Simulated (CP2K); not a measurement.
# Si2N2H7 (SMILES N[Si](N)[SiH3]) at PM6

Aim: the energy difference between two shapes of Si2N2H7 at PM6, from 2 runs. Input form: an ASE script.

The results are computed with CP2K 2026.2.

1 further run of the same task is left out (set aside as unsound or not needed).

### Step 1. Starting point

The species is Si2N2H7 (11 atoms), meant as a doublet with charge 0. SMILES: `N[Si](N)[SiH3]`. Geometry: relaxed at GFN2-xTB. This is one conformer, not always the lowest.

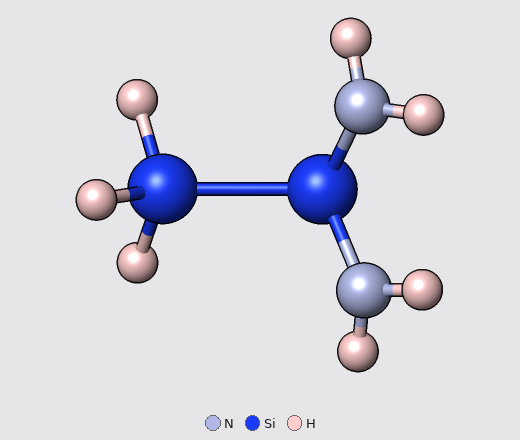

Viewed from a chosen angle; nitrogen light blue, silicon blue, hydrogen pink.

### Step 2. Energy and forces at PM6

Contents of job.py:

```python
import numpy as np
from ase import Atoms
from ase.calculators.cp2k import CP2K

atoms = Atoms(['N', 'Si', 'N', 'Si', 'H', 'H', 'H', 'H', 'H', 'H', 'H'],
              positions=[(-0.793470, 1.460790, 0.716750),
                         (-0.346290, -0.212600, 0.588970),
                         (1.244910, -0.164760, 1.286900),
                         (-0.246540, -0.880580, -1.602410),
                         (-0.422920, 2.044990, 1.447630),
                         (-1.728400, 1.743700, 0.478490),
                         (1.460290, 0.466820, 2.040850),
                         (1.762120, -1.021100, 1.389460),
                         (-1.633300, -0.846900, -2.087360),
                         (0.157600, -2.293190, -1.562510),
                         (0.546000, -0.297180, -2.696770)])
atoms.set_cell([15.5, 16.3, 16.7])
atoms.center()
cp2k_input = """
&FORCE_EVAL
  METHOD Quickstep
  &DFT
    MULTIPLICITY 2
    UKS T
    &QS
      METHOD PM6
      EPS_DEFAULT 1.0E-10
      &SE
        &COULOMB
          CUTOFF [angstrom] 50
          RC_RANGE [angstrom] 0
        &END COULOMB
        &EXCHANGE
          CUTOFF [angstrom] 50
          RC_RANGE [angstrom] 0
        &END EXCHANGE
      &END SE
    &END QS
    &POISSON
      PERIODIC NONE
      POISSON_SOLVER ANALYTIC
    &END POISSON
    &SCF
      SCF_GUESS ATOMIC
      EPS_SCF 1.0E-06
      MAX_SCF 40
      &OT
        MINIMIZER CG
        PRECONDITIONER FULL_SINGLE_INVERSE
      &END OT
      &OUTER_SCF
        EPS_SCF 1.0E-06
        MAX_SCF 5
      &END OUTER_SCF
    &END SCF
    &PRINT
      &MOMENTS
        PERIODIC F
        REFERENCE COM
        MAX_MOMENT 1
      &END MOMENTS
      &MO_CUBES
        NLUMO 3
        NHOMO -1
        WRITE_CUBE F
      &END MO_CUBES
      &HIRSHFELD OFF
      &END HIRSHFELD
    &END PRINT
  &END DFT
  &SUBSYS
  &END SUBSYS
&END FORCE_EVAL
"""
calc = CP2K(command="cp2k.psmp -s", label="mol", inp=cp2k_input, basis_set=None, basis_set_file=None, potential_file=None, pseudo_potential=None, xc=None, cutoff=None, max_scf=None, charge=None, uks=False,
            force_eval_method=None, print_level="LOW", poisson_solver=None, stress_tensor=False)
atoms.calc = calc
print("E / eV:", round(atoms.get_potential_energy(), 6))
forces = atoms.get_forces()
print(np.array2string(forces, precision=5, suppress_small=True))
print("largest force / (eV/A): %.4f" % np.linalg.norm(forces, axis=1).max())
```

Run with:

```bash
$ OMP_NUM_THREADS=1 python job.py
```

What it wrote:

```text
E / eV: -599.340662
[[-0.87031 -0.23608  0.55299]
 [ 0.69933  0.12234 -2.33349]
 [-0.23716 -0.77948  0.75576]
 [-0.27317  0.19344  1.52117]
 [ 0.00403  0.43752 -0.16728]
 [-0.17417  0.4001  -0.13625]
 [ 0.45252  0.0888  -0.02627]
 [ 0.46876 -0.08195  0.01938]
 [-0.57256  0.02208 -0.1459 ]
 [ 0.15255 -0.56472  0.05941]
 [ 0.35018  0.39795 -0.09952]]
largest force / (eV/A): 2.4391
```

mol.out:

```text
CP2K| version string:                                       CP2K version 2026.2
 CP2K| Input file name                                                   mol.inp

 GLOBAL| Basis set file name                                           BASIS_SET
 GLOBAL| Potential file name                                           POTENTIAL
 GLOBAL| Coordinate file name                                      __STD_INPUT__
 GLOBAL| Method name                                                        CP2K
 GLOBAL| Project name                                                        mol
 GLOBAL| Run type                                                   ENERGY_FORCE
 GLOBAL| FFT library                                                       FFTW3
 GLOBAL| Diagonalization library                                       ScaLAPACK
 GLOBAL| Global print level                                                  LOW
 GLOBAL| Total number of message passing processes                             1
 GLOBAL| Number of threads for this process                                    1
 GLOBAL| CPU model name                                                  UNKNOWN

 GENERATE|  Preliminary Number of Bonds generated:                             0
 GENERATE|  Achieved consistency in connectivity generation.

[... 3 lines left out ...]
 *** WARNING in qs_kind_types.F:2264 :: Information provided in the input ***
[... 78 lines left out ...]
  Step     Update method      Time    Convergence         Total energy    Change
[... 17 lines left out ...]
  Heat of formation [kcal/mol]:                                64.25929528492414
[... 13 lines left out ...]
  Step     Update method      Time    Convergence         Total energy    Change
[... 14 lines left out ...]
  Total energy [eV]:                                         -599.34066212686253
[... 4 lines left out ...]
  outer SCF iter =    2 RMS gradient =   0.71E-06 energy =        -22.0253650195
[... 2 lines left out ...]
 SE_DIPOLE| Dipole type                                             non-periodic
[... 1 line left out ...]
 SE_DIPOLE| Moment [Debye]         -0.09566789      -0.84225770      -2.19774522
[... 2 lines left out ...]
 *** WARNING in qs_scf_post_se.F:140 :: Printing of MO cube files not ***
[... 28 lines left out ...]
 -------------------------------------------------------------------------------
```

Wall time 1.8 s (1 thread of Arm Neoverse V2, shared host).

### Step 3. The distorted shape

Contents of run.py:

```python
import numpy as np
from ase import Atoms
from ase.calculators.cp2k import CP2K

atoms = Atoms(['N', 'Si', 'N', 'Si', 'H', 'H', 'H', 'H', 'H', 'H', 'H'],
              positions=[(-0.767882, 1.384898, 0.695055),
                         (-0.443369, -0.127092, 0.518613),
                         (1.273688, -0.043735, 1.308909),
                         (-0.248769, -0.885250, -1.643762),
                         (-0.400085, 2.085189, 1.510298),
                         (-1.702152, 1.739623, 0.427206),
                         (1.405941, 0.471076, 2.008794),
                         (1.762283, -1.041646, 1.443649),
                         (-1.589449, -0.842364, -2.105758),
                         (0.168663, -2.212662, -1.541577),
                         (0.453218, -0.267455, -2.674797)])
atoms.set_cell([15.5, 16.3, 16.7])
atoms.center()
inp = """
&FORCE_EVAL
    METHOD QUICKSTEP
    &DFT
        MULTIPLICITY 2
        UKS T
        &QS
            METHOD PM6
            EPS_DEFAULT 1.0E-10
            &SE
                &COULOMB
                    CUTOFF [angstrom] 50
                    RC_RANGE [angstrom] 0
                &END COULOMB
                &EXCHANGE
                    CUTOFF [angstrom] 50
                    RC_RANGE [angstrom] 0
                &END EXCHANGE
            &END SE
        &END QS
        ! no periodic images
        &POISSON
            PERIODIC NONE
            POISSON_SOLVER ANALYTIC
        &END POISSON
        &SCF
            SCF_GUESS ATOMIC
            EPS_SCF 1.0E-06
            MAX_SCF 40
            &OT
                MINIMIZER CG
                PRECONDITIONER FULL_SINGLE_INVERSE
            &END OT
            &OUTER_SCF
                EPS_SCF 1.0E-06
                MAX_SCF 5
            &END OUTER_SCF
        &END SCF
        &PRINT
            &MOMENTS
                PERIODIC F
                REFERENCE COM
                MAX_MOMENT 1
            &END MOMENTS
            &MO_CUBES
                NLUMO 3
                NHOMO -1
                WRITE_CUBE F
            &END MO_CUBES
            &HIRSHFELD OFF
            &END HIRSHFELD
        &END PRINT
    &END DFT
    &SUBSYS
    &END SUBSYS
&END FORCE_EVAL
"""
calc = CP2K(command="cp2k.psmp -s", label="gas", inp=inp, basis_set=None, basis_set_file=None, potential_file=None, pseudo_potential=None, xc=None, cutoff=None, max_scf=None, charge=None, uks=False,
            force_eval_method=None, print_level="LOW", poisson_solver=None, stress_tensor=False)
atoms.calc = calc
e = atoms.get_potential_energy()
f = atoms.get_forces()
print(f"energy = {e:.6f} eV")
print("forces (eV/angstrom):")
for s, v in zip(atoms.get_chemical_symbols(), f):
    print(f"{s:2s} {v[0]:10.5f} {v[1]:10.5f} {v[2]:10.5f}")
```

Run with:

```bash
$ OMP_NUM_THREADS=1 python run.py
```

What it wrote:

```text
energy = -597.676066 eV
forces (eV/angstrom):
N    -2.44751    7.39473    3.05096
Si    5.01212   -5.44109   -1.55361
N    -1.91033   -5.60712   -3.42000
Si   -0.66561    0.99192    2.76230
H    -0.63601   -1.32801   -2.15380
H     0.18368    0.36134   -0.11747
H     1.06710    2.21061    3.16651
H    -0.86901    2.33284   -0.25853
H    -1.38883   -0.08746   -0.45348
H     0.53335   -1.73066    0.05432
H     1.12103    0.90290   -1.07721
```

gas.out:

```text
CP2K| version string:                                       CP2K version 2026.2
 CP2K| Input file name                                                   gas.inp

 GLOBAL| Basis set file name                                           BASIS_SET
 GLOBAL| Potential file name                                           POTENTIAL
 GLOBAL| Coordinate file name                                      __STD_INPUT__
 GLOBAL| Method name                                                        CP2K
 GLOBAL| Project name                                                        gas
 GLOBAL| Run type                                                   ENERGY_FORCE
 GLOBAL| FFT library                                                       FFTW3
 GLOBAL| Diagonalization library                                       ScaLAPACK
 GLOBAL| Global print level                                                  LOW
 GLOBAL| Total number of message passing processes                             1
 GLOBAL| Number of threads for this process                                    1
 GLOBAL| CPU model name                                                  UNKNOWN

 GENERATE|  Preliminary Number of Bonds generated:                             0
 GENERATE|  Achieved consistency in connectivity generation.

[... 3 lines left out ...]
 *** WARNING in qs_kind_types.F:2264 :: Information provided in the input ***
[... 78 lines left out ...]
  Step     Update method      Time    Convergence         Total energy    Change
[... 17 lines left out ...]
  Heat of formation [kcal/mol]:                                93.65166473924039
[... 13 lines left out ...]
  Step     Update method      Time    Convergence         Total energy    Change
[... 14 lines left out ...]
  Total energy [eV]:                                         -597.67606619119010
[... 4 lines left out ...]
  outer SCF iter =    2 RMS gradient =   0.69E-06 energy =        -21.9641922418
[... 2 lines left out ...]
 SE_DIPOLE| Dipole type                                             non-periodic
[... 1 line left out ...]
 SE_DIPOLE| Moment [Debye]          0.90038176      -1.12874455      -1.78064287
[... 2 lines left out ...]
 *** WARNING in qs_scf_post_se.F:140 :: Printing of MO cube files not ***
[... 28 lines left out ...]
 -------------------------------------------------------------------------------
```

Wall time 1.8 s (1 thread of Arm Neoverse V2, shared host).

### Step 4. Results

Level: PM6.

```
                              quantity          value
             first shape: total energy   -22.02537 Eh
            first shape: dipole moment         2.36 D
        first shape: heat of formation  26.8 kcal/mol
         distorted shape: total energy   -21.96419 Eh
        distorted shape: dipole moment         2.29 D
    distorted shape: heat of formation  65.2 kcal/mol
energy change with the atoms displaced       1.665 eV
```

What this shows: With the atoms displaced the energy rises by 1.66 eV (38 kcal/mol). The first shape isn't relaxed at this level, so the change isn't measured from a minimum.
